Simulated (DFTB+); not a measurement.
Geometry relaxation, with input and output: CH$_{9}$N$_{2}$Si$_{2}$ (charge −1) (part 3 of 4)

The same run, continued: CH$_{9}$N$_{2}$Si$_{2}$, charge −1; GFN1-xTB, R-SCC, dispersion built in (DFTB+ 25.1). The geometry comes from this level: GFN2-xTB.

Geometry of the input (Å):
```
C  -1.5514  1.2233  1.5777
Si 0.2687  0.8342  1.1221
N  0.5394  -0.6421  0.4056
Si 0.2903  -1.4399  -1.0383
N  1.2372  -0.8044  -2.4002
H  -2.1614  1.3288  0.6833
H  -1.6527  2.1401  2.1577
H  -1.9780  0.4137  2.1653
H  1.0020  0.8708  2.4244
H  0.7047  2.1061  0.4444
H  0.7030  -2.8689  -0.8505
H  -1.0559  -1.5204  -1.6840
H  1.7353  -1.5110  -2.9250
H  1.9188  -0.1303  -2.0824
```

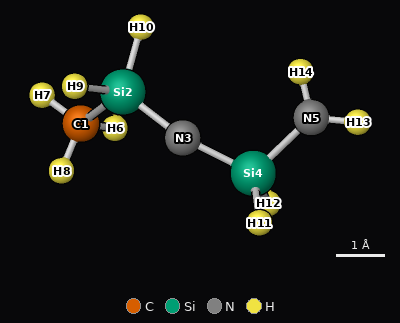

**Figure 1.** The geometry at step 18 of the log (ball-and-stick view, seen at a tilt; atoms are numbered from 1 in the order of the input).

## Log, continued
```
--------------------------------------------------------------------------------

***  Geometry step: 30

 iSCC Total electronic   Diff electronic      SCC error
    1   -0.17615307E+02    0.00000000E+00    0.22254274E-02
    2   -0.17615309E+02   -0.91630311E-03    0.15967605E-02
    3   -0.17615309E+02   -0.20610578E-05    0.83645943E-03
    4   -0.17615309E+02   -0.51302103E-06    0.23187289E-03
    5   -0.17615309E+02   -0.29482827E-07    0.88101250E-04
    6   -0.17615309E+02   -0.43232156E-08    0.17161774E-04
    7   -0.17615309E+02   -0.42784620E-09    0.46611205E-05

Total Energy:                      -17.4292171712 H         -474.2731 eV
Extrapolated to 0K:                -17.4292171712 H         -474.2731 eV
Total Mermin free energy:          -17.4292171712 H         -474.2731 eV
Force related energy:              -17.4292171712 H         -474.2731 eV

total energy  -1.7429217E+01 H       energy change -1.5293239E-04 H
gradient norm  8.2980868E-03 H/a0    max. gradient  2.8829016E-03 H/a0
step length    1.0315808E-01 a0      max. step      3.1014349E-02 a0

--------------------------------------------------------------------------------

***  Geometry step: 31

 iSCC Total electronic   Diff electronic      SCC error
    1   -0.17615789E+02    0.00000000E+00    0.27061463E-02
    2   -0.17615791E+02   -0.47986431E-03    0.85454373E-03
    3   -0.17615791E+02   -0.19129317E-05    0.36717205E-03
    4   -0.17615791E+02   -0.48958954E-06    0.18824646E-03
    5   -0.17615791E+02   -0.19033354E-07    0.40899650E-04
    6   -0.17615791E+02   -0.22262334E-08    0.11525779E-04
    7   -0.17615791E+02   -0.18644641E-09    0.40021137E-05

Total Energy:                      -17.4293400194 H         -474.2765 eV
Extrapolated to 0K:                -17.4293400194 H         -474.2765 eV
Total Mermin free energy:          -17.4293400194 H         -474.2765 eV
Force related energy:              -17.4293400194 H         -474.2765 eV

total energy  -1.7429340E+01 H       energy change -1.2284813E-04 H
gradient norm  7.4626040E-03 H/a0    max. gradient  2.7373142E-03 H/a0
step length    9.2605907E-02 a0      max. step      3.0146907E-02 a0

--------------------------------------------------------------------------------

***  Geometry step: 32

 iSCC Total electronic   Diff electronic      SCC error
    1   -0.17615882E+02    0.00000000E+00    0.20221119E-02
    2   -0.17615883E+02   -0.90940124E-04    0.10526000E-02
    3   -0.17615884E+02   -0.10760218E-05    0.36356415E-03
    4   -0.17615884E+02   -0.31557091E-06    0.98627785E-04
    5   -0.17615884E+02   -0.12890627E-07    0.32490550E-04
    6   -0.17615884E+02   -0.13836363E-08    0.67386511E-05

Total Energy:                      -17.4294377247 H         -474.2791 eV
Extrapolated to 0K:                -17.4294377247 H         -474.2791 eV
Total Mermin free energy:          -17.4294377247 H         -474.2791 eV
Force related energy:              -17.4294377247 H         -474.2791 eV

total energy  -1.7429438E+01 H       energy change -9.7705344E-05 H
gradient norm  6.8712649E-03 H/a0    max. gradient  3.2634069E-03 H/a0
step length    7.7085258E-02 a0      max. step      2.6180852E-02 a0

--------------------------------------------------------------------------------

***  Geometry step: 33

 iSCC Total electronic   Diff electronic      SCC error
    1   -0.17615711E+02    0.00000000E+00    0.15710613E-02
    2   -0.17615712E+02    0.17237345E-03    0.10179825E-02
    3   -0.17615712E+02   -0.55557089E-06    0.51831425E-03
    4   -0.17615712E+02   -0.17484857E-06    0.10435657E-03
    5   -0.17615712E+02   -0.16976017E-07    0.27003848E-04
    6   -0.17615712E+02   -0.66133055E-09    0.96909018E-05

Total Energy:                      -17.4295273327 H         -474.2816 eV
Extrapolated to 0K:                -17.4295273327 H         -474.2816 eV
Total Mermin free energy:          -17.4295273327 H         -474.2816 eV
Force related energy:              -17.4295273327 H         -474.2816 eV

total energy  -1.7429527E+01 H       energy change -8.9607975E-05 H
gradient norm  6.5159688E-03 H/a0    max. gradient  3.3782759E-03 H/a0
step length    6.8902861E-02 a0      max. step      2.1865272E-02 a0

--------------------------------------------------------------------------------

***  Geometry step: 34

 iSCC Total electronic   Diff electronic      SCC error
    1   -0.17615391E+02    0.00000000E+00    0.13563284E-02
    2   -0.17615391E+02    0.32134189E-03    0.10437238E-02
    3   -0.17615392E+02   -0.58327695E-06    0.48343822E-03
    4   -0.17615392E+02   -0.18257589E-06    0.13986521E-03
    5   -0.17615392E+02   -0.16157887E-07    0.62278072E-04
    6   -0.17615392E+02   -0.92062180E-09    0.62474082E-05

Total Energy:                      -17.4296098767 H         -474.2838 eV
Extrapolated to 0K:                -17.4296098767 H         -474.2838 eV
Total Mermin free energy:          -17.4296098767 H         -474.2838 eV
Force related energy:              -17.4296098767 H         -474.2838 eV

total energy  -1.7429610E+01 H       energy change -8.2544040E-05 H
gradient norm  6.0617223E-03 H/a0    max. gradient  2.7231912E-03 H/a0
step length    5.9289215E-02 a0      max. step      1.8837573E-02 a0

--------------------------------------------------------------------------------

***  Geometry step: 35

 iSCC Total electronic   Diff electronic      SCC error
    1   -0.17615065E+02    0.00000000E+00    0.15254206E-02
    2   -0.17615066E+02    0.32639091E-03    0.70187500E-03
    3   -0.17615067E+02   -0.10545348E-05    0.38716300E-03
    4   -0.17615067E+02   -0.36331721E-06    0.20001245E-03
    5   -0.17615067E+02   -0.15564648E-07    0.50301267E-04
    6   -0.17615067E+02   -0.14874502E-08    0.10710918E-04
    7   -0.17615067E+02   -0.23598190E-09    0.53572188E-05

Total Energy:                      -17.4296749344 H         -474.2856 eV
Extrapolated to 0K:                -17.4296749344 H         -474.2856 eV
Total Mermin free energy:          -17.4296749344 H         -474.2856 eV
Force related energy:              -17.4296749344 H         -474.2856 eV

total energy  -1.7429675E+01 H       energy change -6.5057677E-05 H
gradient norm  5.2764304E-03 H/a0    max. gradient  2.1579184E-03 H/a0
step length    4.3265543E-02 a0      max. step      1.4799128E-02 a0

--------------------------------------------------------------------------------

***  Geometry step: 36

 iSCC Total electronic   Diff electronic      SCC error
    1   -0.17614976E+02    0.00000000E+00    0.22179938E-02
    2   -0.17614977E+02    0.90310250E-04    0.11155460E-02
    3   -0.17614978E+02   -0.94923479E-06    0.42488746E-03
    4   -0.17614978E+02   -0.35877100E-06    0.17097515E-03
    5   -0.17614978E+02   -0.87956984E-08    0.29732382E-04
    6   -0.17614978E+02   -0.98164321E-09    0.91777742E-05

Total Energy:                      -17.4297209416 H         -474.2868 eV
Extrapolated to 0K:                -17.4297209416 H         -474.2868 eV
Total Mermin free energy:          -17.4297209416 H         -474.2868 eV
Force related energy:              -17.4297209416 H         -474.2868 eV

total energy  -1.7429721E+01 H       energy change -4.6007240E-05 H
gradient norm  4.8219427E-03 H/a0    max. gradient  1.6006555E-03 H/a0
step length    2.6410715E-02 a0      max. step      8.9722067E-03 a0

--------------------------------------------------------------------------------

***  Geometry step: 37

 iSCC Total electronic   Diff electronic      SCC error
    1   -0.17614854E+02    0.00000000E+00    0.21819022E-02
    2   -0.17614855E+02    0.12319160E-03    0.11490652E-02
    3   -0.17614855E+02   -0.62540392E-06    0.32583880E-03
    4   -0.17614855E+02   -0.24981131E-06    0.12988493E-03
    5   -0.17614855E+02   -0.48210254E-08    0.28399939E-04
    6   -0.17614855E+02   -0.97185193E-09    0.57418429E-05

Total Energy:                      -17.4297656618 H         -474.2881 eV
Extrapolated to 0K:                -17.4297656618 H         -474.2881 eV
Total Mermin free energy:          -17.4297656618 H         -474.2881 eV
Force related energy:              -17.4297656618 H         -474.2881 eV

total energy  -1.7429766E+01 H       energy change -4.4720148E-05 H
gradient norm  5.2099035E-03 H/a0    max. gradient  2.8123431E-03 H/a0
step length    2.5012166E-02 a0      max. step      9.0131628E-03 a0

--------------------------------------------------------------------------------

***  Geometry step: 38

 iSCC Total electronic   Diff electronic      SCC error
    1   -0.17614684E+02    0.00000000E+00    0.19893463E-02
    2   -0.17614684E+02    0.17143577E-03    0.11005900E-02
    3   -0.17614684E+02   -0.38541906E-06    0.41219141E-03
    4   -0.17614684E+02   -0.16518389E-06    0.12255490E-03
    5   -0.17614684E+02   -0.44370196E-08    0.19148806E-04
    6   -0.17614684E+02   -0.12733778E-08    0.72821092E-05

Total Energy:                      -17.4298305295 H         -474.2898 eV
Extrapolated to 0K:                -17.4298305295 H         -474.2898 eV
Total Mermin free energy:          -17.4298305295 H         -474.2898 eV
Force related energy:              -17.4298305295 H         -474.2898 eV

total energy  -1.7429831E+01 H       energy change -6.4867695E-05 H
gradient norm  6.1592225E-03 H/a0    max. gradient  3.4523831E-03 H/a0
step length    4.6619544E-02 a0      max. step      1.5214730E-02 a0

--------------------------------------------------------------------------------

***  Geometry step: 39

 iSCC Total electronic   Diff electronic      SCC error
    1   -0.17614620E+02    0.00000000E+00    0.14355110E-02
    2   -0.17614621E+02    0.64242583E-04    0.90093309E-03
    3   -0.17614621E+02   -0.28225611E-06    0.54885994E-03
    4   -0.17614621E+02   -0.67922695E-07    0.66534469E-04
    5   -0.17614621E+02   -0.65204553E-08    0.20093661E-04
    6   -0.17614621E+02   -0.86691898E-09    0.73339609E-05

Total Energy:                      -17.4299101172 H         -474.2920 eV
Extrapolated to 0K:                -17.4299101172 H         -474.2920 eV
Total Mermin free energy:          -17.4299101172 H         -474.2920 eV
Force related energy:              -17.4299101172 H         -474.2920 eV

total energy  -1.7429910E+01 H       energy change -7.9587697E-05 H
gradient norm  6.2128122E-03 H/a0    max. gradient  3.3093462E-03 H/a0
step length    7.3312290E-02 a0      max. step      2.3095433E-02 a0

--------------------------------------------------------------------------------

***  Geometry step: 40

 iSCC Total electronic   Diff electronic      SCC error
    1   -0.17614572E+02    0.00000000E+00    0.18376312E-02
    2   -0.17614573E+02    0.48621048E-04    0.89779856E-03
    3   -0.17614573E+02   -0.86297397E-06    0.40411374E-03
    4   -0.17614573E+02   -0.29297247E-06    0.15425397E-03
    5   -0.17614573E+02   -0.97209956E-08    0.32841989E-04
    6   -0.17614573E+02   -0.16206734E-08    0.98324251E-05

Total Energy:                      -17.4299651451 H         -474.2935 eV
Extrapolated to 0K:                -17.4299651451 H         -474.2935 eV
Total Mermin free energy:          -17.4299651451 H         -474.2935 eV
Force related energy:              -17.4299651451 H         -474.2935 eV

total energy  -1.7429965E+01 H       energy change -5.5027968E-05 H
gradient norm  4.2926225E-03 H/a0    max. gradient  2.0725132E-03 H/a0
step length    7.0830590E-02 a0      max. step      1.9586383E-02 a0

--------------------------------------------------------------------------------

***  Geometry step: 41

 iSCC Total electronic   Diff electronic      SCC error
    1   -0.17614799E+02    0.00000000E+00    0.23608883E-02
    2   -0.17614799E+02   -0.22537238E-03    0.12743322E-02
    3   -0.17614800E+02   -0.71816253E-06    0.31814985E-03
    4   -0.17614800E+02   -0.29110598E-06    0.10702612E-03
    5   -0.17614800E+02   -0.71669710E-08    0.29879579E-04
    6   -0.17614800E+02   -0.78208018E-09    0.65415781E-05

Total Energy:                      -17.4299878372 H         -474.2941 eV
Extrapolated to 0K:                -17.4299878372 H         -474.2941 eV
Total Mermin free energy:          -17.4299878372 H         -474.2941 eV
Force related energy:              -17.4299878372 H         -474.2941 eV

total energy  -1.7429988E+01 H       energy change -2.2692076E-05 H
gradient norm  2.5499523E-03 H/a0    max. gradient  8.7762204E-04 H/a0
step length    3.0067544E-02 a0      max. step      8.5785497E-03 a0

Geometry converged

--------------------------------------------------------------------------------
--------------------------------------------------------------------------------
Pre-SCC initialisation                 +       0.22 ( 17.3%)       0.23 ( 13.3%)
SCC                                    +       0.60 ( 46.8%)       1.01 ( 59.5%)
Post-SCC processing                    +       0.46 ( 35.8%)       0.46 ( 27.1%)
--------------------------------------------------------------------------------
Missing                                +       0.00 (  0.2%)       0.00 (  0.1%)
Total                                  =       1.29 (100.0%)       1.69 (100.0%)
--------------------------------------------------------------------------------
```

## Trajectory as extended XYZ (Å, eV, eV/Å), 15 of the 42 frames kept, from step=0 to step=41
```
14
Properties=species:S:1:pos:R:3 step=0 energy=-473.84100
C    -1.5514    1.2233    1.5777
Si    0.2687    0.8342    1.1221
N     0.5394   -0.6421    0.4056
Si    0.2903   -1.4399   -1.0383
N     1.2372   -0.8044   -2.4002
H    -2.1614    1.3288    0.6833
H    -1.6527    2.1401    2.1577
H    -1.9780    0.4137    2.1653
H     1.0020    0.8708    2.4244
H     0.7047    2.1061    0.4444
H     0.7030   -2.8689   -0.8505
H    -1.0559   -1.5204   -1.6840
H     1.7353   -1.5110   -2.9250
H     1.9188   -0.1303   -2.0824
14
Properties=species:S:1:pos:R:3 step=3 energy=-473.99190
C    -1.5454    1.2213    1.5782
Si    0.3106    0.8586    1.1478
N     0.5154   -0.6148    0.3768
Si    0.2793   -1.4856   -1.0536
N     1.2598   -0.8288   -2.3673
H    -2.1742    1.3318    0.6813
H    -1.6618    2.1458    2.1618
H    -1.9921    0.4106    2.1719
H     0.9951    0.8706    2.4105
H     0.7022    2.0769    0.4521
H     0.6950   -2.8508   -0.8536
H    -1.0410   -1.5179   -1.6593
H     1.7343   -1.5001   -2.9484
H     1.9229   -0.1177   -2.0983
14
Properties=species:S:1:pos:R:3 step=6 energy=-474.12071
C    -1.5480    1.2243    1.5904
Si    0.3145    0.8539    1.1635
N     0.4387   -0.5283    0.2792
Si    0.2873   -1.5061   -1.0456
N     1.3497   -0.9060   -2.2881
H    -2.1811    1.3351    0.7006
H    -1.6889    2.1451    2.1659
H    -2.0156    0.4236    2.1753
H     1.0203    0.8661    2.4389
H     0.7249    2.0464    0.4523
H     0.6887   -2.8813   -0.8452
H    -1.0468   -1.5210   -1.6085
H     1.7337   -1.4639   -3.0325
H     1.9229   -0.0880   -2.1465
14
Properties=species:S:1:pos:R:3 step=9 energy=-474.16379
C    -1.5594    1.2330    1.6059
Si    0.2873    0.8742    1.1856
N     0.4083   -0.4939    0.2522
Si    0.2999   -1.5222   -1.0616
N     1.4202   -0.9493   -2.2704
H    -2.1761    1.3359    0.7065
H    -1.7044    2.1520    2.1769
H    -2.0250    0.4277    2.1820
H     1.0332    0.8549    2.4505
H     0.7486    2.0524    0.4541
H     0.6845   -2.9135   -0.8286
H    -1.0611   -1.5316   -1.5949
H     1.7316   -1.4415   -3.0850
H     1.9129   -0.0783   -2.1734
14
Properties=species:S:1:pos:R:3 step=12 energy=-474.18910
C    -1.5767    1.2484    1.6238
Si    0.2853    0.8853    1.1764
N     0.4119   -0.5030    0.2674
Si    0.3115   -1.5214   -1.0620
N     1.4434   -0.9724   -2.2829
H    -2.1690    1.3389    0.7000
H    -1.7198    2.1727    2.2004
H    -2.0276    0.4239    2.1972
H     1.0198    0.8377    2.4328
H     0.7607    2.0776    0.4773
H     0.6755   -2.9171   -0.8078
H    -1.0528   -1.5523   -1.6146
H     1.7371   -1.4387   -3.1239
H     1.9012   -0.0797   -2.1848
14
Properties=species:S:1:pos:R:3 step=15 energy=-474.20654
C    -1.5721    1.2577    1.6328
Si    0.2813    0.8813    1.1631
N     0.4066   -0.4979    0.2530
Si    0.3180   -1.5236   -1.0583
N     1.4598   -0.9988   -2.2817
H    -2.1686    1.3475    0.7157
H    -1.7420    2.1760    2.2119
H    -2.0304    0.4393    2.2043
H     1.0107    0.8210    2.4252
H     0.7657    2.0929    0.5037
H     0.6675   -2.9086   -0.7869
H    -1.0232   -1.5696   -1.6275
H     1.7374   -1.4280   -3.1508
H     1.8901   -0.0895   -2.2052
14
Properties=species:S:1:pos:R:3 step=18 energy=-474.21720
C    -1.5699    1.2674    1.6411
Si    0.2713    0.8892    1.1694
N     0.4005   -0.4820    0.2340
Si    0.3334   -1.5317   -1.0714
N     1.4819   -1.0206   -2.2864
H    -2.1739    1.3595    0.7321
H    -1.7568    2.1772    2.2199
H    -2.0309    0.4541    2.2113
H     1.0047    0.7998    2.4233
H     0.7687    2.1071    0.5281
H     0.6675   -2.9119   -0.7580
H    -1.0033   -1.5859   -1.6487
H     1.7295   -1.4230   -3.1711
H     1.8781   -0.0993   -2.2243
14
Properties=species:S:1:pos:R:3 step=20 energy=-474.22967
C    -1.5746    1.2784    1.6479
Si    0.2706    0.8942    1.1765
N     0.3972   -0.4551    0.2049
Si    0.3517   -1.5375   -1.0811
N     1.4948   -1.0354   -2.2988
H    -2.1900    1.3784    0.7464
H    -1.7618    2.1852    2.2305
H    -2.0286    0.4641    2.2230
H     0.9959    0.7685    2.4254
H     0.7635    2.1225    0.5612
H     0.6783   -2.9155   -0.7159
H    -0.9802   -1.6057   -1.6904
H     1.7148   -1.4364   -3.1903
H     1.8695   -0.1058   -2.2401
14
Properties=species:S:1:pos:R:3 step=23 energy=-474.24499
C    -1.5824    1.2862    1.6515
Si    0.2697    0.8887    1.1753
N     0.3938   -0.4193    0.1606
Si    0.3553   -1.5412   -1.0780
N     1.4928   -1.0430   -2.3107
H    -2.2139    1.3991    0.7601
H    -1.7504    2.1971    2.2412
H    -2.0263    0.4694    2.2343
H     0.9878    0.7316    2.4375
H     0.7524    2.1364    0.5966
H     0.6999   -2.9051   -0.6723
H    -0.9474   -1.6268   -1.7376
H     1.6979   -1.4637   -3.2028
H     1.8718   -0.1096   -2.2567
14
Properties=species:S:1:pos:R:3 step=26 energy=-474.25562
C    -1.5916    1.2907    1.6602
Si    0.2492    0.8935    1.1758
N     0.3863   -0.3962    0.1356
Si    0.3499   -1.5402   -1.0832
N     1.4899   -1.0508   -2.3186
H    -2.2233    1.4051    0.7698
H    -1.7254    2.2056    2.2524
H    -2.0318    0.4704    2.2403
H     0.9748    0.7028    2.4402
H     0.7544    2.1523    0.6201
H     0.7193   -2.8791   -0.6479
H    -0.9279   -1.6519   -1.7594
H     1.6932   -1.4776   -3.2057
H     1.8842   -0.1247   -2.2806
14
Properties=species:S:1:pos:R:3 step=29 energy=-474.26900
C    -1.5996    1.2952    1.6753
Si    0.2350    0.9063    1.1791
N     0.3596   -0.3540    0.1015
Si    0.3590   -1.5244   -1.0966
N     1.4957   -1.0656   -2.3332
H    -2.2372    1.4164    0.7903
H    -1.6918    2.2121    2.2713
H    -2.0495    0.4785    2.2534
H     0.9415    0.6596    2.4287
H     0.7586    2.1687    0.6622
H     0.7510   -2.8417   -0.6102
H    -0.9187   -1.6993   -1.7859
H     1.6889   -1.5018   -3.2158
H     1.9091   -0.1502   -2.3213
14
Properties=species:S:1:pos:R:3 step=32 energy=-474.27916
C    -1.5978    1.2958    1.6846
Si    0.2303    0.9066    1.1728
N     0.3248   -0.3130    0.0561
Si    0.3619   -1.5104   -1.1045
N     1.5095   -1.0743   -2.3524
H    -2.2530    1.4363    0.8168
H    -1.6760    2.2093    2.2859
H    -2.0672    0.4956    2.2693
H     0.9146    0.6230    2.4257
H     0.7603    2.1779    0.7012
H     0.7809   -2.8082   -0.5789
H    -0.9104   -1.7399   -1.7945
H     1.6843   -1.5346   -3.2290
H     1.9393   -0.1646   -2.3544
14
Properties=species:S:1:pos:R:3 step=35 energy=-474.28562
C    -1.6043    1.2996    1.6936
Si    0.2198    0.9053    1.1669
N     0.3073   -0.3033    0.0332
Si    0.3650   -1.5076   -1.1223
N     1.5092   -1.0714   -2.3742
H    -2.2586    1.4541    0.8279
H    -1.6747    2.2096    2.3001
H    -2.0742    0.5039    2.2842
H     0.9007    0.6023    2.4246
H     0.7650    2.1889    0.7215
H     0.7991   -2.7824   -0.5685
H    -0.9067   -1.7628   -1.7853
H     1.6877   -1.5625   -3.2333
H     1.9661   -0.1742   -2.3702
```
